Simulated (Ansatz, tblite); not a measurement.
# The cluster Li4H5−: charged states by level of theory

What does removing an electron cost or gain for the cluster Li4H5−? Each charged state is run at several levels.

Method: as each input shows; program: Ansatz 0.2.0, Gaussian basis.

Levels to be run: charge 0 doublet, at the geometry of the singlet (PBE0-D4/def2-TZVPD, PBE-D4/def2-TZVPD, r2SCAN-D4/def2-TZVPD, CCSD(T)/def2-TZVPPD); the starting singlet's energies come from earlier runs.

## (1) The relaxed structure

The singlet was relaxed beforehand with PBE0-D4/def2-TZVPD. At that level it is the lowest of the isomers that a small search found.

9 atoms, charge -1, spin multiplicity 1.

Atoms are counted from 1 here; the program's logs count them from 0.

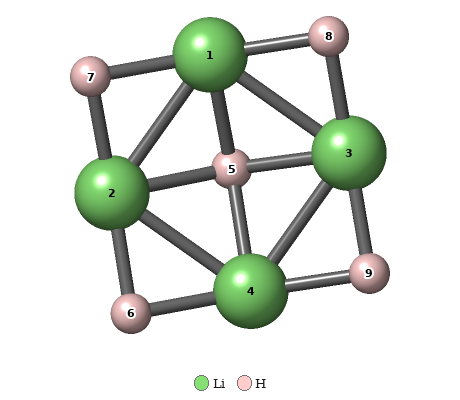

The geometry (lithium green, hydrogen pink); atoms are numbered from 1 in the order of the file.

Geometry (Å):

```xyz
9
charge -1, multiplicity 1
Li    0.41881    1.00863    1.38828
Li   -0.30596   -1.35981    1.08308
Li    0.17435    1.39604   -1.06586
Li   -0.54332   -0.97302   -1.37056
H    -0.73423    0.20922    0.10435
H    -0.47035   -2.45012   -0.33761
H     0.48306   -0.45982    2.42719
H     0.96426    2.30843    0.26923
H     0.01338    0.32046   -2.49809
```

The ion is computed in the gas phase, without counter-ions or solvent.

## (2) Charge 0 doublet at the fixed geometry, PBE0-D4/def2-TZVPD

in.yaml reads:

```yaml
crystal:
  periodic: [false, false, false]
  atoms:
    - {symbol: Li, position_ang: [0.418806, 1.008625, 1.388278]}
    - {symbol: Li, position_ang: [-0.305963, -1.359813, 1.083083]}
    - {symbol: Li, position_ang: [0.174351, 1.396043, -1.065864]}
    - {symbol: Li, position_ang: [-0.543318, -0.973022, -1.370556]}
    - {symbol: H, position_ang: [-0.734228, 0.209225, 0.104350]}
    - {symbol: H, position_ang: [-0.470351, -2.450118, -0.337611]}
    - {symbol: H, position_ang: [0.483064, -0.459822, 2.427186]}
    - {symbol: H, position_ang: [0.964256, 2.308425, 0.269228]}
    - {symbol: H, position_ang: [0.013383, 0.320458, -2.498094]}
basis:
  gaussian: {orbitals: def2-TZVPD}
magnetization: {spin_polarized: true, initial_magnetization: 1}
hamiltonian: {xc: pbe0, dispersion: d4}
output: {orbitals: {seedname: orbitals}}
```

The run is started by

```console
ansatz run in.yaml --threads 4 --pin off --events-out ev --progress --plain --max-ram 3916MiB
```

The program printed:

```text
Functional definition: PBE0
  name "PBE0"
  cite "Adamo & Barone, J. Chem. Phys. 110, 6158 (1999) doi:10.1063/1.478522"
  cite "Perdew, Burke & Ernzerhof, Phys. Rev. Lett. 77, 3865 (1996) doi:10.1103/PhysRevLett.77.3865"
  parent pbe
  parameter a = 0.25
  parameter kappa = 0.804
  parameter beta = 0.06672455060314922
  exchange = (1 - a)*pbe_x(kappa = kappa, mu = beta*pi^2/3) + a*exact_x
  correlation = pbe_c(beta = beta)
915 factors; their error is unknown
mean field evaluation 1: about -894.7655 eV, gradient 1.1e1 eV
mean field evaluation 2: about -895.7168 eV, gradient 2.3e0 eV
mean field evaluation 4: about -895.7693 eV, gradient 2.9e-1 eV
mean field evaluation 8: about -895.7645 eV, gradient 4.3e-2 eV
mean field evaluation 16: about -895.7645 eV, gradient 3.0e-5 eV
mean field -895.76452272 eV, -32.9187390390 hartree, gradient 3.0e-5 eV, S^2 0.760034; 2 other end points of the search recorded, 0 dependent functions left out
reference -895.76459803 eV, -32.9187418067 hartree; 9, 8 occupied and 104, 105 virtual orbitals, 915 factors
Total energy: -895.86889818 eV, -32.9225747663 hartree
```

Wall time 1.8 s (4 threads of Arm Neoverse V2, shared host).

Report: HOMO -6.92 eV, LUMO -5.10 eV (over both spins); ⟨S²⟩ 0.760 (pure: 0.75).

## (3) Charge 0 doublet at the fixed geometry, PBE-D4/def2-TZVPD

start.molden holds the orbitals of an earlier run on this state, given as this run's starting guess.

in.yaml: that of step 2 with these lines changed.

```diff
@@ -13,5 +13,6 @@
 basis:
-  gaussian: {orbitals: def2-TZVPD}
+  gaussian: {orbitals: def2-TZVPD, initial_orbitals: start.molden}
 magnetization: {spin_polarized: true, initial_magnetization: 1}
-hamiltonian: {xc: pbe0, dispersion: d4}
+hamiltonian: {xc: pbe, dispersion: d4}
+scf: {omitted_lower_state_checks: [starts]}
 output: {orbitals: {seedname: orbitals}}
```

The command is unchanged.

The program printed:

```text
Functional definition: PBE
  name "PBE"
  cite "Perdew, Burke & Ernzerhof, Phys. Rev. Lett. 77, 3865 (1996) doi:10.1103/PhysRevLett.77.3865"
  parent pbe
  parameter kappa = 0.804
  parameter beta = 0.06672455060314922
  exchange = pbe_x(kappa = kappa, mu = beta*pi^2/3)
  correlation = pbe_c(beta = beta)
these checks for a lower state are left out or cut short: starts
915 factors; their error is unknown
mean field evaluation 1: about -895.4437 eV, gradient 4.1e0 eV
mean field evaluation 2: about -895.4928 eV, gradient 8.6e-2 eV
mean field evaluation 4: about -895.4841 eV, gradient 7.9e-4 eV
mean field -895.48413358 eV, -32.9084349280 hartree, gradient 2.4e-5 eV, S^2 0.753413; 0 other end points of the search recorded, 0 dependent functions left out
reference -895.48422924 eV, -32.9084384434 hartree; 9, 8 occupied and 104, 105 virtual orbitals, 915 factors
Total energy: -895.60546282 eV, -32.9128936953 hartree
Checks for a lower state left out: starts
```

Wall time 1.4 s (4 threads of Arm Neoverse V2, shared host).

Report: HOMO -5.93 eV, LUMO -5.38 eV (over both spins); ⟨S²⟩ 0.753 (pure: 0.75).

## (4) Charge 0 doublet at the fixed geometry, r2SCAN-D4/def2-TZVPD

in.yaml: that of step 3 with these lines changed.

```diff
@@ -15,3 +15,3 @@
 magnetization: {spin_polarized: true, initial_magnetization: 1}
-hamiltonian: {xc: pbe, dispersion: d4}
+hamiltonian: {xc: r2scan, dispersion: d4}
 scf: {omitted_lower_state_checks: [starts]}
```

The command is unchanged.

The program printed:

```text
Functional definition: r2SCAN
  name "r2SCAN"
  cite "Furness, Kaplan, Ning, Perdew & Sun, J. Phys. Chem. Lett. 11, 8208 (2020) doi:10.1021/acs.jpclett.0c02405"
  cite "Furness, Kaplan, Ning, Perdew & Sun, J. Phys. Chem. Lett. 11, 9248 (2020) doi:10.1021/acs.jpclett.0c03077"
  parent r2scan
  parameter k0 = 0.174
  parameter k1 = 0.065
  parameter a1 = 4.9479
  exchange = r2scan_x(k0 = k0, k1 = k1, a1 = a1)
  correlation = r2scan_c
these checks for a lower state are left out or cut short: starts
915 factors; their error is unknown
mean field evaluation 1: about -897.6263 eV, gradient 3.0e0 eV
mean field evaluation 2: about -897.6605 eV, gradient 4.3e-2 eV
mean field evaluation 4: about -897.6520 eV, gradient 2.0e-4 eV
mean field -897.65195287 eV, -32.9881008176 hartree, gradient 1.9e-5 eV, S^2 0.759282; 0 other end points of the search recorded, 0 dependent functions left out
reference -897.65203329 eV, -32.9881037729 hartree; 9, 8 occupied and 104, 105 virtual orbitals, 915 factors
Total energy: -897.68739323 eV, -32.9894032269 hartree
Checks for a lower state left out: starts
```

Wall time 2.8 s (4 threads of Arm Neoverse V2, shared host).

HOMO -6.10 eV, LUMO -5.41 eV (over both spins); ⟨S²⟩ 0.759 (pure: 0.75).

## (5) Charge 0 doublet at the fixed geometry, CCSD(T)/def2-TZVPPD

in.yaml: that of step 4 with these lines changed.

```diff
@@ -13,6 +13,6 @@
 basis:
-  gaussian: {orbitals: def2-TZVPD, initial_orbitals: start.molden}
+  gaussian: {orbitals: "def2-TZVPPD.json", initial_orbitals: start.molden}
 magnetization: {spin_polarized: true, initial_magnetization: 1}
-hamiltonian: {xc: r2scan, dispersion: d4}
-scf: {omitted_lower_state_checks: [starts]}
+correlation: {method: ccsd_t}
+scf: {omitted_lower_state_checks: [starts, cluster_reference]}
 output: {orbitals: {seedname: orbitals}}
```

Launched as before.

The program printed, shortened:

```text
Functional definition: HF
  name "HF"
  cite "Fock, Z. Phys. 61, 126 (1930) doi:10.1007/BF01340294"
  parent pbe
[...]
1134 factors; integrals over basis functions are off by at most 1.4e-3 eV
[...]
mean field -887.11795338 eV, -32.6009834767 hartree, gradient 2.1e-6 eV, S^2 0.802932; 0 other end points of the search recorded, 0 dependent functions left out
reference -887.11795338 eV, -32.6009834767 hartree; 9, 8 occupied and 164, 165 virtual orbitals, 1134 factors
second order -6.92741472 eV of doubles, -0.00000000 eV of singles
cycle   1  -8.01700285 eV  change    -1.1e0 eV  update   8.7e-2
[...]
cycle  11  -8.54178010 eV  change    1.7e-5 eV  update   1.7e-5
perturbative correction -0.10854848 eV, -0.0039890830 hartree
Total energy: -895.76828197 eV, -32.9188771887 hartree
Checks for a lower state left out: starts, cluster_reference
```

It took 5.1 min on 4 threads of Arm Neoverse V2, shared host; peak memory 1.8 GiB.

Hartree-Fock HOMO -9.41 eV, LUMO -2.71 eV (over both spins); ⟨S²⟩ 0.803 (pure: 0.75); T1 0.033.

## (6) Vertical ionisation energy

Charged state less starting state, singlet to doublet; the starting state's energies are those of its earlier runs.

Differences are taken before rounding.

| method | vertical ionisation energy (eV) | from CCSD(T)/def2-TZVPPD (eV) | time |
| --- | --- | --- | --- |
| HF/def2-TZVPPD | 3.64 | -0.44 |  |
| PBE-D4/def2-TZVPD | 3.18 | -0.91 | 2.2 s |
| r2SCAN-D4/def2-TZVPD | 3.23 | -0.86 | 4.3 s |
| PBE0-D4/def2-TZVPD | 3.55 | -0.54 | 2.8 s |
| MP2/def2-TZVPPD | 4.20 | +0.11 |  |
| CCSD/def2-TZVPPD | 4.13 | +0.04 |  |
| CCSD(T)/def2-TZVPPD | 4.09 | 0 | 5.4 min |

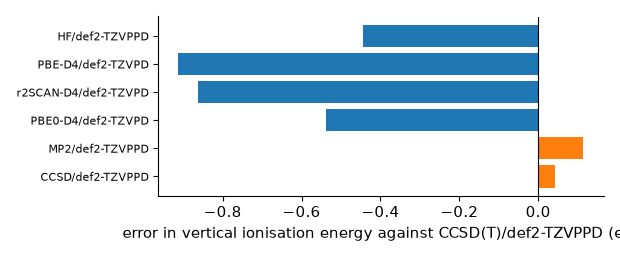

Deviations from CCSD(T)/def2-TZVPPD, method by method.

Times add the two runs; a level without a time comes out of a correlated run.

Beside −ε(HOMO) of the starting state:

| level | −ε(HOMO) (eV) | by difference (eV) | mismatch (eV) |
| --- | --- | --- | --- |
| PBE-D4/def2-TZVPD | 0.82 | 3.18 | -2.35 |
| r2SCAN-D4/def2-TZVPD | 1.00 | 3.23 | -2.22 |
| PBE0-D4/def2-TZVPD | 1.85 | 3.55 | -1.70 |

## (7) What came out

| quantity | value |
| --- | --- |
| vertical ionisation energy, functionals in def2-TZVPD | 3.18 (PBE-D4) to 3.55 eV (PBE0-D4) |
| vertical ionisation energy, CCSD(T)/def2-TZVPPD | 4.09 eV |

What this shows: The vertical ionisation energy spans 3.18 to 3.55 eV over the functionals, beside 4.09 eV from CCSD(T)/def2-TZVPPD. −ε(HOMO) misses the level's own difference by -1.70 eV at best (PBE0-D4) and -2.35 eV at worst (PBE-D4). The reference is CCSD(T) in one finite basis, so it carries an error of its own, often a tenth of an eV or more, and near misses can't be ranked.
